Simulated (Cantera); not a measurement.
Feed: 1 mol Si, 2.5 mol HCl, 78 mol H₂, at 998 K.

These are equilibrium values from Cantera (NASA tables, ideal gas, pure condensed phases), not measurements of a reactor. Candidate condensed phases: Si; 19 gas species. The tables' values for SiCl₃ are old estimates; treat these amounts as uncertain. Equilibrium is a limit: real reactors are often held back by kinetics, nucleation or transport.

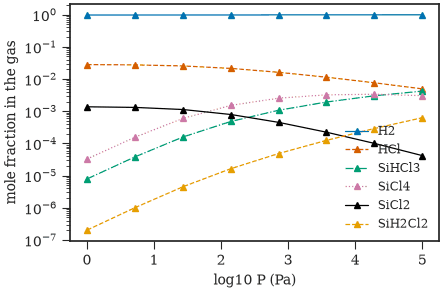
Figure: Equilibrium gas composition (values under 1e-9 drawn at 1e-9)

From 0.00750 Torr to 750 Torr the condensed part is Si(s). The main Si-bearing gas is SiCl₂ at 0.00750 Torr and SiHCl₃ at 750 Torr. The share of Si in condensed phases is highest at 0.00750 Torr (88.3 %) and lowest at 750 Torr (36.0 %).
